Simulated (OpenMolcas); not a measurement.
# COS: single-point calculation (part 2 of 2)

The same run, continued: COS, multiplicity 3; PBE0/def2-TZVP, UKS (OpenMolcas 26.06). The geometry is that of the parent species in another charge or spin state. The geometry comes from this level: PBE0-D4/def2-TZVP.

Geometry of the input (Å):
```
O  0.9220  0.6844  0.5821
C  0.0967  0.0718  0.0611
S  -1.0187  -0.7562  -0.6432
```

**Output, continued**
```
  17  -511.155160969  -891.541139813   300.730982970  -1.87E-04*   2.31E-03*   2.18E-03*    3.74E-02   1.82E+02   c2DIIS       2.
  18  -511.155485331  -891.561767014   300.751285808  -3.24E-04*   3.50E-03*   3.81E-04*    5.24E-03   1.82E+02   QNRc2DIIS    2.
  19  -511.155485312  -891.564859994   300.754378807   1.92E-08*   1.84E-03*   4.18E-04*    3.82E-03   1.82E+02   QNRc2DIIS    2.
  20  -511.155486528  -891.563878749   300.753396347  -1.22E-06*   8.50E-04*   7.03E-05*    1.92E-03   1.82E+02   QNRc2DIIS    2.
  21  -511.155486495  -891.562755103   300.752272733   3.29E-08*   5.49E-04*   1.09E-04*    8.50E-04   1.82E+02   QNRc2DIIS    2.
  22  -511.155486580  -891.563277404   300.752794949  -8.46E-08*   1.96E-04*   9.08E-06*    4.60E-04   1.82E+02   QNRc2DIIS    2.
  23  -511.155486581  -891.563719855   300.753237399  -1.42E-09*   6.78E-05*   4.53E-06*    2.08E-04   1.82E+02   QNRc2DIIS    2.
  24  -511.155486581  -891.563387856   300.752905400  -4.07E-10*   4.55E-05*   1.64E-06*    8.82E-05   1.82E+02   QNRc2DIIS    2.
  25  -511.155486582  -891.563483181   300.753000725  -1.04E-10*   6.19E-05*   8.19E-07*    5.17E-05   1.82E+02   QNRc2DIIS    2.
  26  -511.155486582  -891.563437367   300.752954910  -4.80E-11    1.05E-05*   4.27E-07*    6.74E-05   1.82E+02   QNRc2DIIS    2.
  27  -511.155486582  -891.563437719   300.752955263  -3.64E-12    1.24E-06    1.98E-07*    1.19E-05   1.82E+02   QNRc2DIIS    2.
  28  -511.155486582  -891.563439314   300.752956858   2.73E-12*   6.75E-07    5.35E-08     2.05E-06   1.82E+02   QNRc2DIIS    2.
  29  -511.155486582  -891.563438559   300.752956103  -2.16E-12    2.06E-07    1.28E-08     7.72E-07   1.82E+02   QNRc2DIIS    2.

       Convergence after  29 Iterations
--

 *****************************************************************************************************************************
 *                                             SCF/KS-DFT Program, Final results                                             *
 *                                                       Final Results                                                       *
 *****************************************************************************************************************************

::    Total KS-DFT energy                            -511.1554865816
      One-electron energy                            -891.5634385590
      Two-electron energy                             300.7529561025
      Nuclear repulsion energy                         79.6549958748
      Kinetic energy (interpolated)                   510.5952391651
      Virial theorem                                    1.0010972437
      Total spin, S(S+1)                                2.0090747728
      Total spin, S                                     1.0030218803
      Max non-diagonal density matrix element           0.0000001052
      Max non-diagonal Fock matrix element              0.0000000067

      All orbitals with orbital energies smaller than  E(LUMO)+0.5 are printed

++    Molecular orbitals:
      -------------------

      Title: UKS-DFT orbitals (alpha)

      Molecular orbitals for symmetry species 1: a

          Orbital            1         2         3         4         5         6         7         8         9        10
          Energy          -89.1073  -19.2718  -10.3080   -8.0823   -6.0246   -6.0154   -6.0097   -1.1565   -0.8766   -0.5697
          Occ. No.          1.0000    1.0000    1.0000    1.0000    1.0000    1.0000    1.0000    1.0000    1.0000    1.0000

          Orbital           11        12        13        14        15        16        17        18        19        20
          Energy           -0.5140   -0.5018   -0.4797   -0.3857   -0.3375   -0.1342   -0.0193    0.0314    0.0896    0.1516
          Occ. No.          1.0000    1.0000    1.0000    1.0000    1.0000    1.0000    0.0000    0.0000    0.0000    0.0000

          Orbital           21        22        23        24        25        26        27        28        29        30
          Energy            0.2075    0.2176    0.2776    0.2788    0.2803    0.2907    0.2974    0.4145    0.4151    0.4470
          Occ. No.          0.0000    0.0000    0.0000    0.0000    0.0000    0.0000    0.0000    0.0000    0.0000    0.0000

--

      All orbitals with orbital energies smaller than  E(LUMO)+0.5 are printed

++    Molecular orbitals:
      -------------------

      Title: UKS-DFT orbitals (beta)

      Molecular orbitals for symmetry species 1: a

          Orbital            1         2         3         4         5         6         7         8         9        10
          Energy          -89.1017  -19.2579  -10.2984   -8.0766   -6.0127   -6.0067   -6.0044   -1.1293   -0.8324   -0.5368
          Occ. No.          1.0000    1.0000    1.0000    1.0000    1.0000    1.0000    1.0000    1.0000    1.0000    1.0000

          Orbital           11        12        13        14        15        16        17        18        19        20
          Energy           -0.4739   -0.4684   -0.4241   -0.3238   -0.2097   -0.0057    0.0360    0.0536    0.1055    0.1608
          Occ. No.          1.0000    1.0000    1.0000    1.0000    0.0000    0.0000    0.0000    0.0000    0.0000    0.0000

          Orbital           21        22
          Energy            0.2217    0.2326
          Occ. No.          0.0000    0.0000

--

++    Molecular charges:
      ------------------

      Mulliken charges per centre and basis function type
      ---------------------------------------------------

                            O1                      C2                      S3
                     alpha        beta       alpha        beta       alpha        beta
      1s           1.9144      1.8905      1.4987      1.4770      2.9262      2.9168
      2px          0.7418      0.6586      0.4960      0.3933      1.7197      1.5391
      2pz          0.7377      0.7079      0.4064      0.3742      1.7917      1.7343
      2py          0.8601      0.5669      0.7529      0.3894      1.8656      1.2107
      3d2+         0.0054      0.0046      0.0288      0.0095      0.0767      0.0084
      3d1+         0.0032      0.0032      0.0145      0.0097      0.0300      0.0128
      3d0          0.0029      0.0029      0.0174      0.0165      0.0111      0.0069
      3d1-         0.0023      0.0022      0.0111      0.0097      0.0156      0.0079
      3d2-         0.0035      0.0033      0.0130      0.0098      0.0329      0.0149
      4f3+         0.0002      0.0003      0.0022      0.0028      0.0033      0.0008
      4f2+         0.0002      0.0001      0.0016      0.0017      0.0023      0.0004
      4f1+         0.0002      0.0001      0.0021      0.0020      0.0011      0.0005
      4f0          0.0000      0.0000      0.0005      0.0005      0.0007      0.0004
      4f1-         0.0001      0.0001      0.0010      0.0013      0.0003      0.0005
      4f2-         0.0001      0.0002      0.0015      0.0019      0.0010      0.0015
      4f3-         0.0001      0.0002      0.0013      0.0019      0.0005      0.0014
      Total        4.2722      3.8413      3.2491      2.7013      8.4787      7.4574
      Total              8.1134                  5.9504                 15.9361

      Charge           -0.1134                  0.0496                  0.0639

      Total electronic charge=   30.000000

      Total            charge=   -0.000000
--

++    Molecular orbitals:
      -------------------

      Title: Natural orbitals

      Molecular orbitals for symmetry species 1: a

          Orbital            1         2         3         4         5         6         7         8         9        10
          Energy          -89.1044  -19.1345   -9.9124   -6.0049   -7.7079   -6.8397   -6.0145   -0.9085   -0.4585   -0.3493
          Occ. No.          2.0000    2.0000    2.0000    2.0000    2.0000    2.0000    2.0000    2.0000    2.0000    1.9999

          Orbital           11        12        13        14        15        16        17        18        19        20
          Energy           -0.8337   -0.7564   -0.4680   -0.6052   -0.2962   -0.0471    0.3301    0.6359    0.6874    1.4164
          Occ. No.          1.9998    1.9995    1.9989    1.9974    1.0000    1.0000    0.0026    0.0011    0.0005    0.0002

          Orbital           21        22        23        24        25        26        27        28        29        30
          Energy            1.5281    1.4969    2.1615    7.2995    3.6876    2.7755    6.4179    4.8007    6.1498   12.1659
          Occ. No.          0.0001    0.0000    0.0000    0.0000    0.0000    0.0000    0.0000    0.0000    0.0000    0.0000

          Orbital           31        32        33        34        35        36        37        38        39        40
          Energy            0.3229    0.6302    0.4982    0.7237    0.6885    1.0296    0.3442    0.3032    0.8772    0.6165
          Occ. No.          0.0000    0.0000    0.0000    0.0000    0.0000    0.0000    0.0000    0.0000    0.0000    0.0000

          Orbital           41        42        43        44        45        46        47        48        49        50
          Energy            1.3956    0.7905    1.1544    1.4033    5.2998    5.0550    3.3395    2.9709    1.0828    1.5015
          Occ. No.          0.0000    0.0000    0.0000    0.0000    0.0000    0.0000    0.0000    0.0000    0.0000    0.0000

          Orbital           51        52        53        54        55        56        57        58        59        60
          Energy            3.0558    1.8651    1.3984    1.3311    1.2562    1.4820    1.7259    1.9784    1.2936    2.5295
          Occ. No.          0.0000    0.0000    0.0000    0.0000    0.0000    0.0000    0.0000    0.0000    0.0000    0.0000

          Orbital           61        62        63        64        65        66        67        68        69        70
          Energy            1.9982    4.4409    3.3472    2.4098    1.2639    2.2422    3.6533    4.0422   20.4601    1.6215
          Occ. No.          0.0000    0.0000    0.0000    0.0000    0.0000    0.0000    0.0000    0.0000    0.0000    0.0000

          Orbital           71        72        73        74        75        76        77        78        79        80
          Energy            1.9075    4.4178    3.9056    3.6053    4.5313    3.1905    1.5845    5.8174    6.4515    6.2830
          Occ. No.          0.0000    0.0000    0.0000    0.0000    0.0000    0.0000    0.0000    0.0000    0.0000    0.0000

          Orbital           81        82        83        84        85        86        87        88        89        90
          Energy            6.6973    3.9914    3.1393    6.3543    6.0947    3.7274    2.9304    3.2152    1.7660    1.8154
          Occ. No.          0.0000    0.0000    0.0000    0.0000    0.0000    0.0000    0.0000    0.0000    0.0000    0.0000

          Orbital           91        92
          Energy            1.4762    3.0030
          Occ. No.          0.0000    0.0000

--

++    Molecular properties:
      ---------------------

      Charge (e):
                      =   -0.0000
      Dipole Moment (debye):
      Origin of the operator (angstrom)=   -0.2779   -0.2063   -0.1754
                   X= -1.1885E+00               Y= -8.8224E-01               Z= -7.5044E-01           Total=  1.6595E+00
      Quadrupole Moment (debye*angstrom):
      Origin of the operator (angstrom)=   -0.2779   -0.2063   -0.1754
                  XX= -2.4145E+01              XY= -1.0811E+00              XZ= -7.1648E-01              YY= -2.3371E+01
                  YZ= -6.7219E-01              ZZ= -2.3474E+01
      In traceless form (debye*angstrom)
                  XX= -7.2172E-01              XY= -1.6216E+00              XZ= -1.0747E+00              YY=  4.3830E-01
                  YZ= -1.0083E+00              ZZ=  2.8342E-01
--

--- Stop Module: scf /rc=_RC_ALL_IS_WELL_ ---
--- Module scf spent 53 seconds ---

.##################.
.# Happy landing! #.
.##################.

    Timing: Wall=56.63 User=51.89 System=4.66
```

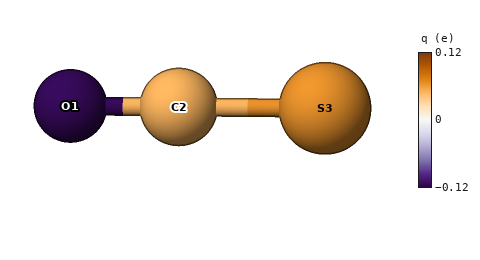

Figure 1. Mulliken charges, as the colour of each atom (ball-and-stick view, seen on its broad side; atoms are numbered from 1 in the order of the input). By element: O −0.11, C +0.05 and S +0.06 e.
